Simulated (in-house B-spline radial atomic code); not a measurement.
**Cd⁴⁺: excited configurations**

Aim: the energies of several excited configurations of Cd⁴⁺ above a reference configuration, each from its own self-consistent run.

Program: in-house B-spline radial atomic code version 1. Level of theory: scalar-relativistic (spin-free one-electron X2C) HSE06, spin-polarised, spherical density, exact exchange averaged over the configuration, Fermi nucleus, basis-set limit. These are calculated values, not measurements, unless marked.

## Step 1: The atom as given

```
element       : cadmium (Z = 48)
charge        : +4
electrons     : 44
configuration : [Kr] 4d8
Hamiltonian   : scalar-relativistic (X2C)
nucleus       : Fermi, rms radius 4.609 fm
```

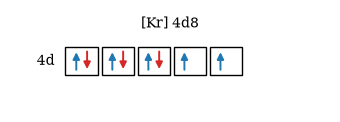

The shells outside the core, filled by Hund's rule for the drawing.

Where spins are not typed, each open shell is filled with up spins first.

## Step 2: Reference run

Settings of the run:

```ini
Z = 48
electrons = 44.0
configuration = [Kr] 4d8
hamiltonian = x2c
method = hse06
spin_polarised = True
nucleus = fermi
rms_radius = 4.6087
mass_number = 114
atomic_mass = 113.903364998
speed_of_light = 137.035999084
exact_exchange = averaged over the configuration
```

Started as:

```bash
> python run_scf.py task.json out
```

The settings of every run stand in task.json; they run in order.

## Step 3: [Ar] 3d9 4s2 4p6 4d8 5s1

The settings differ from step 2 so:

```diff
@@ -2,3 +2,3 @@
 electrons = 44.0
-configuration = [Kr] 4d8
+configuration = [Ar] 3d9 4s2 4p6 4d8 5s1
 hamiltonian = x2c
```

## Step 4: Run with [Kr] 4d7 5f1

The settings differ from step 3 so:

```diff
@@ -2,3 +2,3 @@
 electrons = 44.0
-configuration = [Ar] 3d9 4s2 4p6 4d8 5s1
+configuration = [Kr] 4d7 5f1
 hamiltonian = x2c
```

## Step 5: Configuration [Kr] 4d7 4f1

The settings differ from step 4 so:

```diff
@@ -2,3 +2,3 @@
 electrons = 44.0
-configuration = [Kr] 4d7 5f1
+configuration = [Kr] 4d7 4f1
 hamiltonian = x2c
```

## Step 6: Run with [Ar] 3d9 4s2 4p6 4d9

The settings differ from step 5 so:

```diff
@@ -2,3 +2,3 @@
 electrons = 44.0
-configuration = [Kr] 4d7 4f1
+configuration = [Ar] 3d9 4s2 4p6 4d9
 hamiltonian = x2c
```

## Step 7: Run with [Ar] 3d9 4s2 4p6 4d8 5p1

The settings differ from step 6 so:

```diff
@@ -2,3 +2,3 @@
 electrons = 44.0
-configuration = [Ar] 3d9 4s2 4p6 4d9
+configuration = [Ar] 3d9 4s2 4p6 4d8 5p1
 hamiltonian = x2c
```

## Step 8: [Ar] 3d9 4s2 4p6 4d8 4f1

The settings differ from step 7 so:

```diff
@@ -2,3 +2,3 @@
 electrons = 44.0
-configuration = [Ar] 3d9 4s2 4p6 4d8 5p1
+configuration = [Ar] 3d9 4s2 4p6 4d8 4f1
 hamiltonian = x2c
```

Q: How far above the reference does each configuration lie (order and size, in eV)?

The runs gave:

| net move | configuration | 2|M_S|+1 | energy above the reference (eV) | largest <r> (bohr) |
| --- | --- | --- | --- | --- |
| 4d → 4f | [Kr] 4d7 4f1 | 5 | 44.427 | 2.49 |
| 4d → 5f | [Kr] 4d7 5f1 | 5 | 53.140 | 4.81 |
| 3d → 4d | [Ar] 3d9 4s2 4p6 4d9 | 3 | 397.40 | 1.12 |
| 3d → 5s | [Ar] 3d9 4s2 4p6 4d8 5s1 | 5 | 418.37 | 2.06 |
| 3d → 5p | [Ar] 3d9 4s2 4p6 4d8 5p1 | 5 | 428.20 | 2.33 |
| 3d → 4f | [Ar] 3d9 4s2 4p6 4d8 4f1 | 5 | 445.27 | 2.44 |

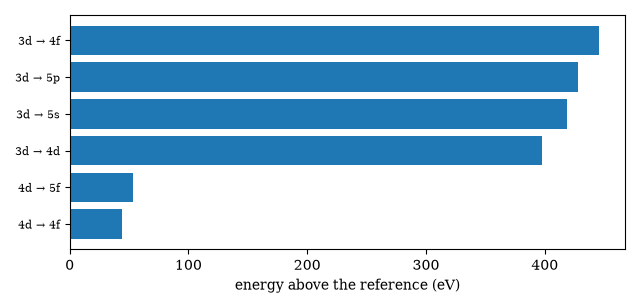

Energy of each configuration above the reference.

**Reading.** At the bottom stands 4d → 4f (44.427 eV), at the top 3d → 4f (445.27 eV). 4 of them lie more than 60 % above minus the reference's highest level (63.536 eV), in the range where a state can decay by emitting an electron. Two partly filled shells share a symmetry and can mix in the average, which may lower the energy, for: 3d → 4d; 3d → 5s; 3d → 5p; 3d → 4f. The reference has 2|M_S|+1 = 3; 5 of the configurations differ from it in spin. These are spherical averages at the typed spins, not spectroscopic levels.
